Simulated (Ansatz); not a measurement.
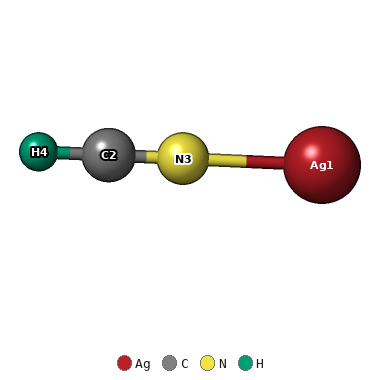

The system is CHAgN, charge +1; the picture shows the reference structure. 
- First axis: separation of N3 and Ag1 along their line in the relaxed pair. Second axis: sideways slip of Ag1.
- Nothing is relaxed (both partners rigid).
- The scan uses a 13 × 13 grid; 153 points were computed and 16 follow by symmetry.
- Points are written as (first, second).
- Energies are in eV, from the ion and the molecule far apart, frozen as in the relaxed pair, each in its own basis (no counterpoise correction).
- Computed with RKS PBE0-D4/def2-TZVPD in Ansatz.

Its coordinates:

```json
{"atom": "Ag", "x (Å)": "-0.6926", "y (Å)": "0.7008", "z (Å)": "-2.2307"}
{"atom": "C", "x (Å)": "0.2369", "y (Å)": "-0.2397", "z (Å)": "0.7631"}
{"atom": "N", "x (Å)": "-0.0867", "y (Å)": "0.0875", "z (Å)": "-0.2791"}
{"atom": "H", "x (Å)": "0.5424", "y (Å)": "-0.5485", "z (Å)": "1.7467"}
```

Range: separation of N3 and Ag1 along their line in the relaxed pair from 1.792 to 4.392 Å; sideways slip of Ag1 from −2.20 to 2.20 Å.

Q: What landscape does the calculation give?

A: The lowest grid point is at (2.166 Å, 0.00 Å), −1.69 eV from the ion and the molecule far apart, frozen as in the relaxed pair, each in its own basis (no counterpoise correction). It is the only kind of minimum in the scanned range. The highest grid point, (4.392 Å, 2.20 Å), lies 1.39 eV above the lowest.

| second ↓, first → | 1.792 | 1.872 | 2.004 | 2.166 | 2.351 | 2.555 | 2.777 | 3.015 | 3.266 | 3.530 | 3.806 | 4.094 | 4.392 |
| --- | --- | --- | --- | --- | --- | --- | --- | --- | --- | --- | --- | --- | --- |
| 2.20 | −0.97 | −0.94 | −0.88 | −0.82 | −0.74 | −0.67 | −0.60 | −0.53 | −0.47 | −0.42 | −0.37 | −0.33 | −0.30 |
| 1.83 | −1.24 | −1.19 | −1.12 | −1.03 | −0.92 | −0.82 | −0.72 | −0.63 | −0.55 | −0.48 | −0.42 | −0.37 | −0.32 |
| 1.47 | −1.48 | −1.44 | −1.36 | −1.25 | −1.12 | −0.98 | −0.85 | −0.73 | −0.62 | −0.53 | −0.46 | −0.40 | −0.35 |
| 1.10 | −1.58 | −1.60 | −1.56 | −1.46 | −1.31 | −1.14 | −0.98 | −0.82 | −0.69 | −0.59 | −0.50 | −0.43 | −0.37 |
| 0.73 | −1.45 | −1.58 | −1.65 | −1.60 | −1.46 | −1.28 | −1.08 | −0.91 | −0.75 | −0.63 | −0.53 | −0.45 | −0.39 |
| 0.37 | −1.13 | −1.42 | −1.64 | −1.67 | −1.55 | −1.37 | −1.16 | −0.96 | −0.80 | −0.66 | −0.55 | −0.47 | −0.40 |
| 0.00 | −0.95 | −1.32 | −1.62 | −1.69 | −1.58 | −1.40 | −1.18 | −0.98 | −0.81 | −0.67 | −0.56 | −0.47 | −0.40 |
| −0.37 | −1.13 | −1.42 | −1.64 | −1.67 | −1.55 | −1.37 | −1.16 | −0.96 | −0.80 | −0.66 | −0.55 | −0.47 | −0.40 |
| −0.73 | −1.45 | −1.58 | −1.65 | −1.60 | −1.46 | −1.28 | −1.08 | −0.91 | −0.75 | −0.63 | −0.53 | −0.45 | −0.39 |
| −1.10 | −1.58 | −1.60 | −1.56 | −1.46 | −1.31 | −1.14 | −0.98 | −0.82 | −0.69 | −0.59 | −0.50 | −0.43 | −0.37 |
| −1.47 | −1.48 | −1.44 | −1.36 | −1.25 | −1.12 | −0.98 | −0.85 | −0.73 | −0.62 | −0.53 | −0.46 | −0.40 | −0.35 |
| −1.83 | −1.24 | −1.19 | −1.12 | −1.03 | −0.92 | −0.82 | −0.72 | −0.63 | −0.55 | −0.48 | −0.42 | −0.37 | −0.32 |
| −2.20 | −0.97 | −0.94 | −0.88 | −0.82 | −0.74 | −0.67 | −0.60 | −0.53 | −0.47 | −0.42 | −0.37 | −0.33 | −0.30 |

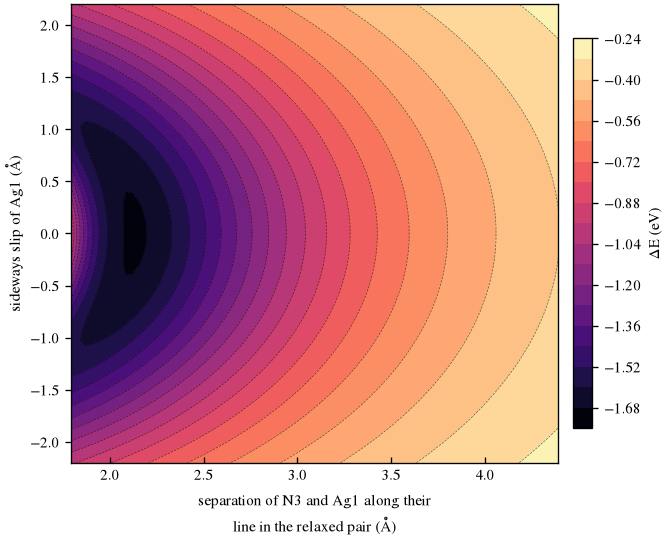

The picture shows filled contours. Between grid points the surface is interpolated.

The whole map (153 points run) took 5.7 min on 1 thread of Intel(R) Xeon(R) Platinum 8488C (Sapphire Rapids), on a shared host.
